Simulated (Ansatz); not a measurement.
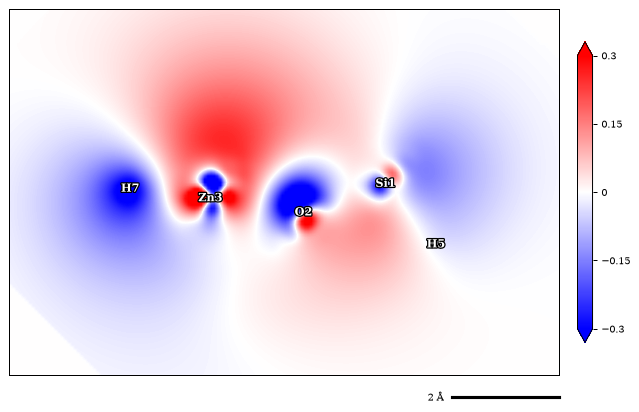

H$_{4}$OSiZn (SMILES [SiH3][O][ZnH]). One frontier orbital on the plane of atoms Si1, O2 and Zn3 (values in Å⁻³ᐟ²; the overall sign is arbitrary).

Geometry: PBE0-D4/def2-TZVP.

Theory: Ansatz 0.2.0, RKS PBE0-D4/def2-TZVPP.

Input file:

```
crystal:
  periodic: [false, false, false]
  atoms:
    - {symbol: Si, position_ang: [-0.848813, 0.682329, -0.370392]}
    - {symbol: O, position_ang: [0.607882, 0.070772, -0.023957]}
    - {symbol: Zn, position_ang: [1.646985, -1.185152, 0.647436]}
    - {symbol: H, position_ang: [-1.702737, -0.306632, -1.092092]}
    - {symbol: H, position_ang: [-0.702042, 1.885003, -1.235293]}
    - {symbol: H, position_ang: [-1.578969, 1.085905, 0.866666]}
    - {symbol: H, position_ang: [2.577703, -2.232233, 1.207642]}
basis:
  gaussian: {orbitals: def2-TZVPP}
hamiltonian: {xc: pbe0, dispersion: d4}
output: {orbitals: {seedname: orbitals}}
```

Launched as:

```sh
ansatz run in.yaml --threads 2 --pin off --events-out ev --progress --plain --max-ram 32768MiB --backend cpu
```

### Which orbital is it: HOMO or LUMO?

The LUMO, at −0.53 eV. It lies mainly on Zn3 (about 60 %), Si1 (about 15 %), H7 (about 10 %) and O2 (about 10 %).
